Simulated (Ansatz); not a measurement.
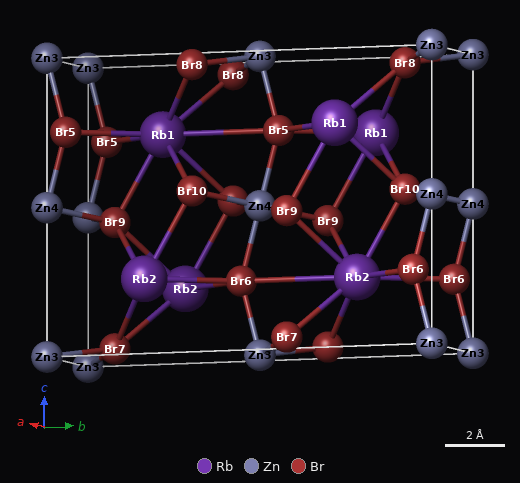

A crystal of RbZnBr3 (built on the NaFeF3-63 type type), before the relaxation. A ball-and-stick model of the conventional cell (2 times the calculation's cell), seen from a free direction. Lengths and directions refer to the drawn axes.

Theory: Ansatz 0.2.0, DFT, r2SCAN+rVV10, plane waves, PAW.

Input
```yaml
crystal:
  lattice:
    - [1.9525085747, -6.9848961097, 0.0]
    - [1.9525085747, 6.9848961097, 0.0]
    - [0.0, 0.0, 10.174666946]
  atoms:
    - { symbol: Rb, position: [0.2525668376, 0.7474331624, 0.75] }
    - { symbol: Rb, position: [0.7474331624, 0.2525668376, 0.25] }
    - { symbol: Zn, position: [0.0, 0.0, 0.0] }
    - { symbol: Zn, position: [0.0, 0.0, 0.5] }
    - { symbol: Br, position: [0.9515865178, 0.0484134822, 0.75] }
    - { symbol: Br, position: [0.0484134822, 0.9515865178, 0.25] }
    - { symbol: Br, position: [0.376934618, 0.623065382, 0.0384378006] }
    - { symbol: Br, position: [0.623065382, 0.376934618, 0.9615621994] }
    - { symbol: Br, position: [0.376934618, 0.623065382, 0.4615621994] }
    - { symbol: Br, position: [0.623065382, 0.376934618, 0.5384378006] }
kpoints:
  mp_grid: { grid: [6, 6, 2] }
hamiltonian:
  xc: r2scan
  dispersion: rvv10
scf:
  occupations: { method: fermi_dirac, width: 0.03 }
relax:
  f_tol: 0.01
  cell: {}
  max_steps: 120
```

Launched with:
```bash
ansatz run input.yaml --threads 4 --pin off --max-ram 4608MiB --backend cpu --events-out ev --progress --plain --runs-dir out
```

**Predict the outcome.**

The largest moves relative to the cell, 0.039 Å, are those of Br5, Br6, Br7, Br8, Br9 and Br10. Br5 goes along −b. Largest moves by element: Br 0.039 Å, Rb 0.027 Å. Zn stays in place. Cell: a 3.905 → 3.904 Å (0.0 %), b 13.970 → 13.802 Å (−1.2 %), c 10.175 → 10.309 Å (+1.3 %). Volume +0.1 %. Some distances before and after: Rb1–Br5 4.205 → 4.088 Å, Rb1–Br5 (another image) 3.397 → 3.424 Å, Zn3–Br5 2.632 → 2.653 Å, Rb1–Br10 3.423 → 3.411 Å. Bond angles that change, for instance: Zn3–Br5–Zn4 150.2° → 152.6°. The space group stays Cmcm (No. 63). The energy falls by 0.9 meV per atom in 6 accepted moves (7 points after the start). Largest force component: 0.11 eV/Å at the start, 0.0029 eV/Å at the end. The pressure goes from 0.32 to 0.01 GPa. At 1 point the geometry stayed and the basis and grid were re-selected for the new cell (energy shift of less than 0.05 meV per atom at most each time). The run took 2.3 min on 4 threads of Arm Neoverse V2 (shared host), peak memory 2.4 GiB.

The structure at the end:

```
CELL_PARAMETERS angstrom
1.95182 -6.90080 0.00000
1.95182 6.90080 0.00000
0.00000 0.00000 10.30885
ATOMIC_POSITIONS crystal
Rb 0.25060 0.74940 0.75000
Rb 0.74940 0.25060 0.25000
Zn 0.00000 0.00000 0.00000
Zn 0.00000 0.00000 0.50000
Br 0.95443 0.04557 0.75000
Br 0.04557 0.95443 0.25000
Br 0.37448 0.62552 0.03653
Br 0.62552 0.37448 0.96347
Br 0.37448 0.62552 0.46347
Br 0.62552 0.37448 0.53653
```

After the run, drawn alike:

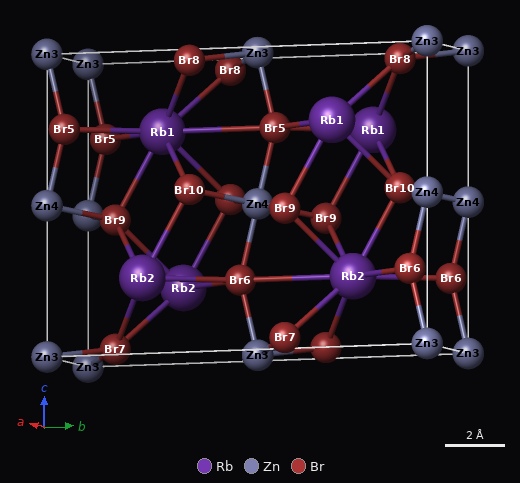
